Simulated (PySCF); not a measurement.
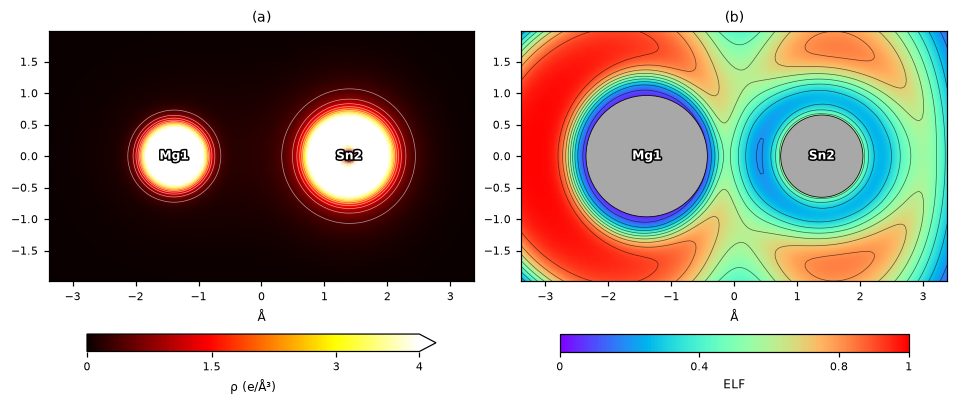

Figure 1: MgSn (triplet). (a) electron density; (b) electron localisation function on a plane that holds the molecular axis. Grey discs cover the atomic cores in the ELF map.

⟨S²⟩ = 2.11, above the pure value of 2.00; core potentials replace the inner electrons of Sn.

These are results of PySCF, PBE0/cc-pVDZ(-PP), non-relativistic Hamiltonian with scalar-relativistic core potentials where named, at a bond length of 2.782 Å, not measurements.

```xyz
2

Mg    0.0000    0.0000   -2.3183
Sn    0.0000    0.0000    0.4637
```

Q: Describe what can be read from this map.

A: Atoms in the plane: Mg and Sn.
Mg–Sn (2.78 Å): the density is about 0.22 e/Å³ at the midpoint, with its minimum of 0.18 e/Å³ about 1.1 Å from Mg; the ELF reaches about 0.50 near the midpoint.
